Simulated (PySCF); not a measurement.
Input

```
{"job": {"kind": "uv", "xc": "CAM-B3LYP", "basis": "def2-SVPD", "ip": true}, "charge": 0, "multiplicity": 1}
C     -2.213401    -0.480135    -1.144247
N     -1.448794    -0.048075    -0.000529
C     -2.266287     0.307950     1.132790
B     -0.048398     0.013751     0.011543
C      0.923553    -0.362034    -1.193540
C      2.304191    -0.413213    -0.522818
C      2.251197     0.632479     0.593891
C      0.864333     0.472069     1.234497
H     -2.901876     0.313370    -1.489167
H     -1.548538    -0.740612    -1.976325
H     -2.830925    -1.365663    -0.904661
H     -2.884968    -0.546217     1.464515
H     -2.957786     1.135084     0.887065
H     -1.639962     0.623490     1.975863
H      0.893613     0.470109    -1.924692
H      0.676518    -1.273658    -1.760984
H      2.454538    -1.411271    -0.073221
H      3.144817    -0.253608    -1.217804
H      3.085961     0.536618     1.307358
H      2.333610     1.640007     0.148122
H      0.885598    -0.356902     1.969664
H      0.531284     1.362877     1.790911
```

Command:

```sh
OMP_NUM_THREADS=1 python probes_run.py task.json out
```

Geometry: PBE0-D3(BJ)/def2-SVP.

Level of theory: CAM-B3LYP/def2-SVPD, SCF density, gas phase (PySCF).

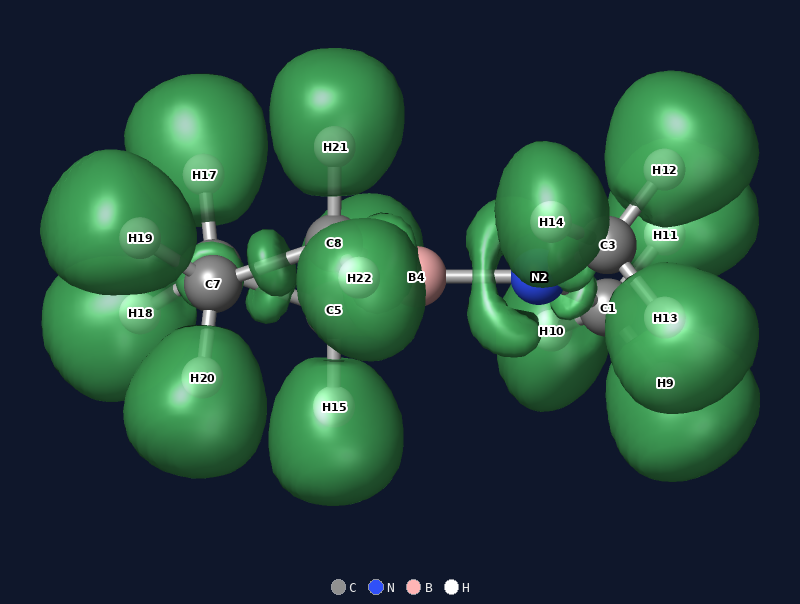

C6H14BN (SMILES CN(C)B1CCCC1). Isosurface of the ELF at 0.85 (green), seen from one side. Core shells and regions of very low density are left out.

**Where are the electrons localised?**

The ELF exceeds this value in two regions between bonded B–C atoms (shared pairs), one region between bonded B–N atoms (shared pairs), three regions between bonded C–C atoms (shared pairs), two regions between bonded C–N atoms (shared pairs) and 14 regions around hydrogen nuclei. Profiles from the grid: B–N (1.40 Å): the ELF peaks at about 0.95 between the atoms: a short, strongly polar bond. C–N (1.44 Å): the ELF peaks at about 0.95 between the atoms, as expected for a shared electron pair.
